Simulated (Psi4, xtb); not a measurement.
Two rigid molecules brought together: F4Si ··· O2S (SMILES F[Si](F)(F)F and O=S=O). Monomers: optimised at B3LYP-D3(BJ) (def2-TZVP), held rigid. Orientation: lowest of the rigid-body minima from ten starts at GFN2-xTB. The monomers approach along the line of their centres of mass (distance R); nothing else relaxes.

Geometry at R = 3.78 Å (first 5 atoms: monomer A):
```
8

F      1.5153    -0.2557    -0.3094
Si     0.0000     0.0000     0.0000
F     -0.2434     1.5361     0.1969
F     -0.8718    -0.5158    -1.1963
F     -0.4001    -0.7646     1.3088
O      1.5776     0.9194     2.0866
S      2.9980     1.0407     1.8934
O      3.8095     1.5122     2.9837
```

- MP2/aug-cc-pVDZ = DF-MP2/aug-cc-pVDZ, frozen core, counterpoise-corrected run with Psi4
- SCS-MP2/aug-cc-pVDZ = Psi4 with DF-SCS-MP2/aug-cc-pVDZ, frozen core, counterpoise-corrected
- GFN1-xTB (xtb)
- PBE/def2-TZVP, counterpoise-corrected (Psi4)
- B3LYP-D3(BJ)/def2-TZVP, counterpoise-corrected (Psi4)

Interaction energies in kJ/mol (negative: bound); R is the distance of the centres of mass, d the F1···O6 distance.

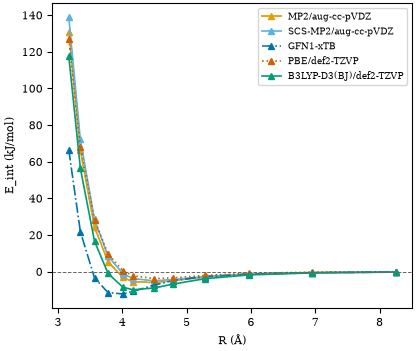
*Interaction energy against separation.*

```
R / Å  d / Å  MP2/aug-cc-pVDZ  SCS-MP2/aug-cc-pVDZ  GFN1-xTB  PBE/def2-TZVP  B3LYP-D3(BJ)/def2-TZVP
-----  -----  ---------------  -------------------  --------  -------------  ----------------------
3.17    2.30           131.01               138.92     66.44         126.81                  117.55
3.35    2.40            66.19                72.16     21.80          67.85                   56.40
3.57    2.53            24.27                28.48     -3.43          28.35                   16.63
3.78    2.67             5.45                 8.46    -11.44           9.70                   -0.99
4.01    2.83            -3.19                -1.11    -12.19           0.46                   -8.48
4.17    2.95            -5.44                -3.83    -10.82          -2.31                   -9.93
4.50    3.20            -6.00                -5.03     -7.28          -3.81                   -8.93
4.79    3.43            -4.94                -4.31     -4.94          -3.36                   -6.83
5.29    3.85            -2.99                -2.68     -2.69          -2.07                   -3.86
5.97    4.45            -1.42                -1.29     -1.38          -0.90                   -1.82
6.95    5.35            -0.54                -0.49     -0.63          -0.29                   -0.71
8.25    6.57            -0.18                -0.17     -0.28          -0.10                   -0.24
```

Lowest grid point: MP2/aug-cc-pVDZ -6.00 kJ/mol at R = 4.50 Å; SCS-MP2/aug-cc-pVDZ -5.03 kJ/mol at R = 4.50 Å; GFN1-xTB -12.19 kJ/mol at R = 4.01 Å; PBE/def2-TZVP -3.81 kJ/mol at R = 4.50 Å; B3LYP-D3(BJ)/def2-TZVP -9.93 kJ/mol at R = 4.17 Å.
